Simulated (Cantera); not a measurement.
A closed system holds: 1 mol FeS, 0.53 mol H2S, 14 mol N2, equilibrated at 21.0 mbar.

Method: chemical equilibrium by Gibbs-energy minimisation in Cantera with the NASA 1993 tables (ideal gas, pure condensed phases). Candidate condensed phases: Fe, FeS, FeS2, S; 16 gas species. FeS: taken at fixed stoichiometry. Gases not in the tables: S3 to S7. Equilibrium is a limit: real reactors are often held back by kinetics, nucleation or transport.

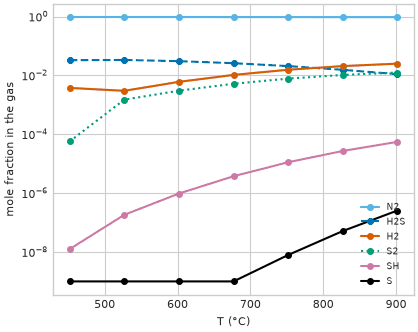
Fig. 1. Equilibrium gas composition (values under 1e-9 drawn at 1e-9)

Q: Read off the mole fractions at 752 °C.

A: N2 about 0.96, H2S about 0.021, H2 about 0.016, S2 about 0.0078, SH about 1.1e-5.
